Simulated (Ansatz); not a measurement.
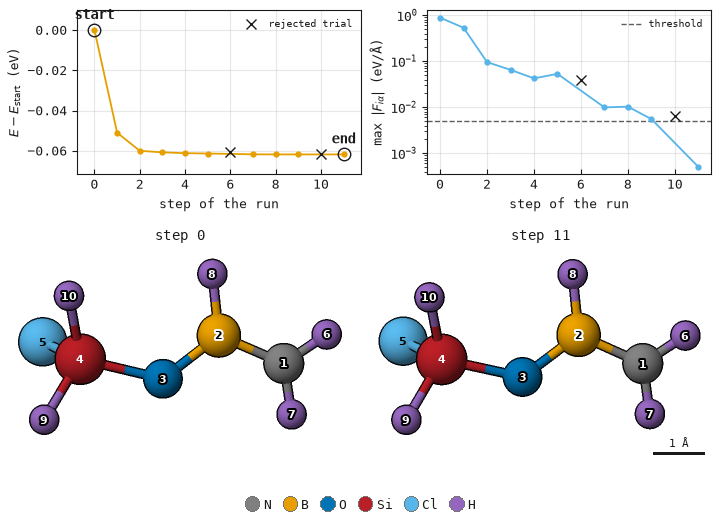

First and last geometry of a relaxation of BSiNH5OCl, with the history of the run. Style: ball-and-stick. Shown face on.

The start comes from PBE-D4/def2-SVP.

These are results of RKS PBE0-D4/def2-TZVP (Ansatz), not measurements. Settings: force threshold 0.005 eV/Å; at most 150 steps.

Q: What do the curves and the structures tell?

A: It converged. Over 9 accepted moves (11 points after the start) the energy falls by 0.062 eV. Largest force component: 0.89 eV/Å at the start, 0.0005 eV/Å at the end. The line search rejected the trial steps at points 6, 10 of the run. The largest move after the best rigid fit is that of H9, 0.050 Å. Largest moves by element: H 0.050 Å, Cl 0.042 Å, O 0.039 Å, Si 0.026 Å, N 0.023 Å, B 0.020 Å. Among the contacts that change: O3–Si4 1.669 → 1.628 Å, Si4–Cl5 2.079 → 2.052 Å, B2–H8 1.222 → 1.201 Å, Si4–H10 1.499 → 1.480 Å.

```json
{"step": "0", "E − E(0), eV": "0.0000", "largest force component, eV/Å": "0.8866", "note": ""}
{"step": "1", "E − E(0), eV": "-0.0510", "largest force component, eV/Å": "0.5344", "note": ""}
{"step": "2", "E − E(0), eV": "-0.0600", "largest force component, eV/Å": "0.0957", "note": ""}
{"step": "3", "E − E(0), eV": "-0.0608", "largest force component, eV/Å": "0.0649", "note": ""}
{"step": "4", "E − E(0), eV": "-0.0612", "largest force component, eV/Å": "0.0424", "note": ""}
{"step": "5", "E − E(0), eV": "-0.0614", "largest force component, eV/Å": "0.0531", "note": ""}
{"step": "6", "E − E(0), eV": "-0.0606", "largest force component, eV/Å": "0.0386", "note": "rejected"}
{"step": "7", "E − E(0), eV": "-0.0618", "largest force component, eV/Å": "0.0099", "note": ""}
{"step": "8", "E − E(0), eV": "-0.0618", "largest force component, eV/Å": "0.0103", "note": ""}
{"step": "9", "E − E(0), eV": "-0.0618", "largest force component, eV/Å": "0.0055", "note": ""}
{"step": "10", "E − E(0), eV": "-0.0618", "largest force component, eV/Å": "0.0064", "note": "rejected"}
{"step": "11", "E − E(0), eV": "-0.0618", "largest force component, eV/Å": "0.0005", "note": ""}
```
